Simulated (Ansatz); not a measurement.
# How Al2Cu (Khatyrkite) absorbs and reflects light, part 2 of 2

Aim: the dielectric function of Al2Cu (Khatyrkite), and the optical constants that follow from it.

Ansatz 0.2.0; DFT, PBE, plane-wave PAW, default files, scalar-relativistic, independent-particle optical response without local fields.

So far. Step 2 (Ground state and bands): There are states at the Fermi level within the smearing, so the occupations stay smeared and the carriers get a Drude term. The cell is left with a pressure of -0.3 GPa and forces up to 0.02 eV/Å, as it stands unrelaxed at this level.

### Step 3. Spectrum (continued)

Table of Re ε by photon energy:

```tsv
photon energy (eV)	E ∥ x or y	E ∥ z
1	-62.2	-81.9
2	-12.5	-29.6
3	-19.8	-15.7
4	-10.7	-9.63
5	-6.88	-6.48
6	-4.56	-4.42
7	-3.22	-2.99
8	-2.18	-2.23
9	-1.62	-1.55
10	-1.16	-1.10
11	-0.890	-0.750
12	-0.681	-0.568
13	-0.376	-0.368
14	-0.212	-0.224
15	-0.0818	-0.0380
16	0.0581	0.0202
17	0.144	0.133
18	0.201	0.214
19	0.283	0.285
20	0.372	0.374
```

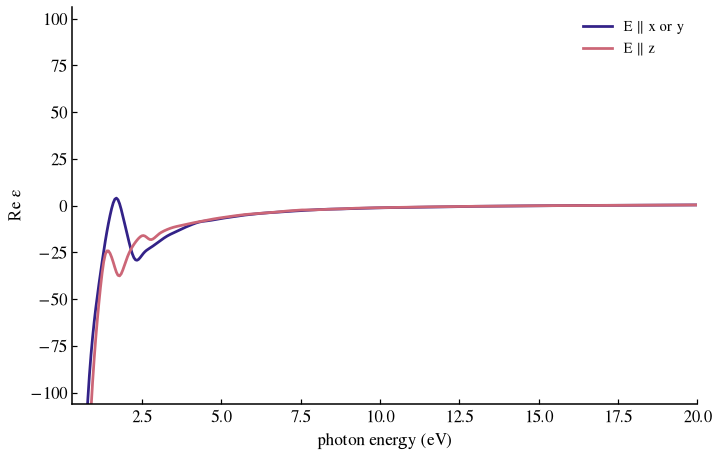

Re ε against photon energy. Below 1 eV the curve runs off the scale.

Values under 1 per cm are given as 1. Absorption coefficient against photon energy:

```tsv
photon energy (eV)	E ∥ x or y (1/cm)	E ∥ z (1/cm)
2.00	1.1e6	1.1e6
4.00	1.4e6	1.3e6
6.00	1.3e6	1.3e6
8.00	1.2e6	1.3e6
10.00	1.2e6	1.1e6
12.00	1.1e6	1.0e6
14.00	8.5e5	8.7e5
16.00	6.1e5	7.2e5
18.00	4.8e5	4.9e5
20.00	3.1e5	3.2e5
```

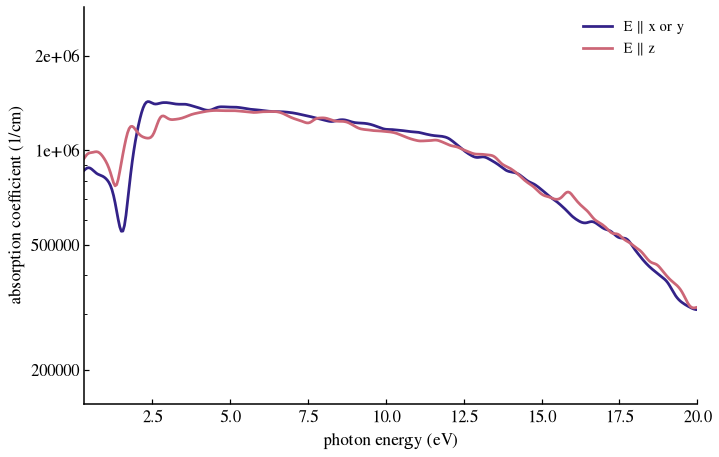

Absorption coefficient, plotted against photon energy.

Table of reflectivity at normal incidence by photon energy; read off at these points:

```tsv
photon energy (eV)	E ∥ x or y (%)	E ∥ z (%)
1	91.8	95.7
2	71.0	84.0
3	79.9	78.0
4	78.0	73.4
5	73.6	72.0
6	70.3	68.3
7	66.8	66.4
8	61.1	59.5
9	56.1	56.8
10	50.8	48.9
11	47.0	42.9
12	46.5	40.0
13	37.4	34.5
14	32.3	32.1
15	27.3	23.9
16	19.9	20.6
17	15.1	15.6
18	12.6	11.9
19	9.05	8.95
20	6.01	5.97
```

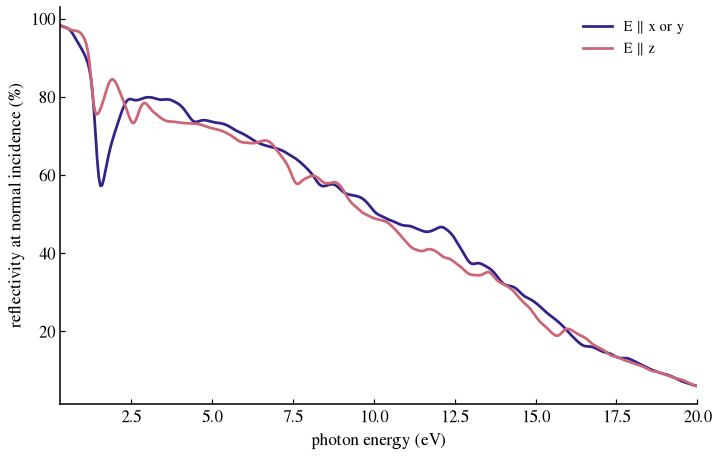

Reflectivity at normal incidence against photon energy.

The refractive index n and extinction k by photon energy:

```tsv
photon energy (eV)	n, E ∥ x or y	k, E ∥ x or y	n, E ∥ z	k, E ∥ z
2.5	2.09	5.57	1.77	4.39
5.0	0.667	2.71	0.687	2.64
7.5	0.434	1.69	0.488	1.61
10.0	0.405	1.15	0.421	1.13
12.5	0.340	0.788	0.405	0.791
15.0	0.400	0.492	0.435	0.477
17.5	0.517	0.297	0.518	0.302
20.0	0.629	0.153	0.631	0.156
```

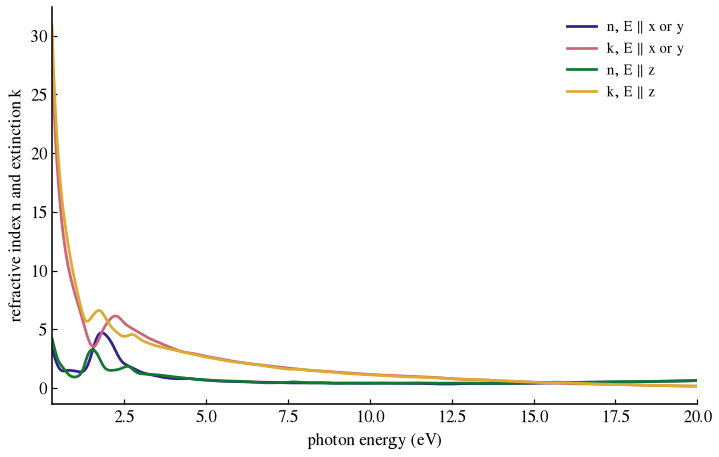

Refractive index n and extinction k against photon energy.

From ε follow the optical constants at some laser and lamp lines:

```tsv
wavelength (nm)	n xy	k xy	R (%) xy	1/α xy	n z	k z	R (%) z	1/α z
1550	1.50	10.288	94.7	12 nm	1.17	12.088	96.9	10 nm
800	3.29	3.518	57.2	18 nm	3.25	6.180	76.9	10 nm
633	4.47	5.435	69.9	9.3 nm	1.61	5.851	84.3	8.6 nm
450	1.70	5.058	79.3	7.1 nm	1.62	4.552	76.5	7.9 nm
405	1.31	4.554	79.9	7.1 nm	1.20	4.042	77.3	8.0 nm
365	1.08	4.068	79.3	7.1 nm	1.14	3.664	74.7	7.9 nm
248	0.67	2.706	73.6	7.3 nm	0.69	2.637	72.0	7.5 nm
```

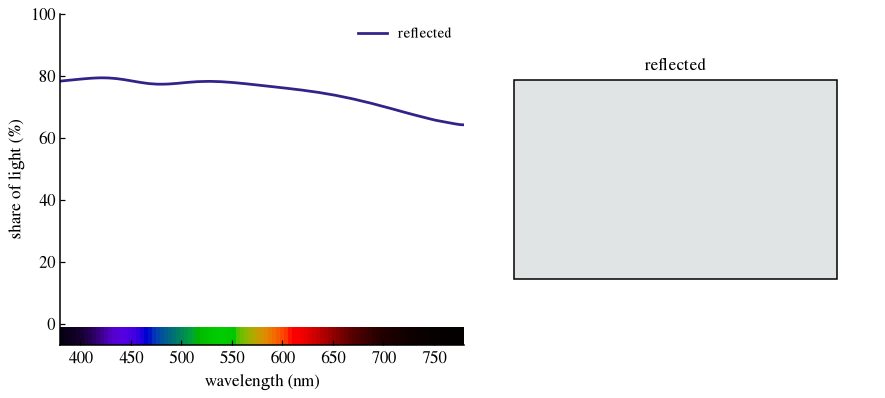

Light reflected across the visible range, with the colour that it makes of daylight (sRGB).

A polished face would reflect 77 % of daylight and look near white (CIE x = 0.310, y = 0.328 under D65).

### Step 4. What came out

```
gap on the path                                                       : 0 eV
main peak of the optical conductivity above 1 eV, first axis          : 2.06 eV
Drude plasma energy, first axis                                       : 8.58 eV
centre of weight of the strongest loss peak in the window, first axis : 16.4 eV
```

What this shows: At this level (PBE, independent particles) Al2Cu is a metal with a Drude plasma energy of 8.6 eV along x, 8.6 eV along y and 9.3 eV along z; it reflects 77 % at 550 nm for E ∥ x. Along x the bare Drude plasma energy is 8.6 eV; Re ε first rises through zero at 1.58 eV, far lower, because interband transitions screen the carriers. Im ε is 25 there, so the loss peak at that energy is weak. The strongest loss structure up to 20 eV has its centre of weight at 16.4 eV; a free-electron gas of the 21.4 electrons in the f-sum would put its plasmon at 18.1 eV. A polished face would reflect 77 % of daylight and look near white (CIE x = 0.310, y = 0.328 under D65). In the base run ε includes the program's bounded estimate of what the bands above those summed add. The carriers' damping of 0.03 eV is typed, not computed; at 0.8 eV the carriers give 14 % of Im ε along the first axis; the rest comes from the sum over bands, which at low energy also holds close bands and the noise of the mesh. The Fermi-Dirac width of 0.05 eV acts as an electron temperature of 580 K in the carriers' term.

[Logs are printed without paths, hosts, clocks, repeated set-up lines and the standing remarks that a program may print on its own settings, such as how far it seeks lower states.]

[Hosts, paths, dates, database ids (printed as entryN), source tags and the programs' standing remarks are cut or masked in the printed files.]
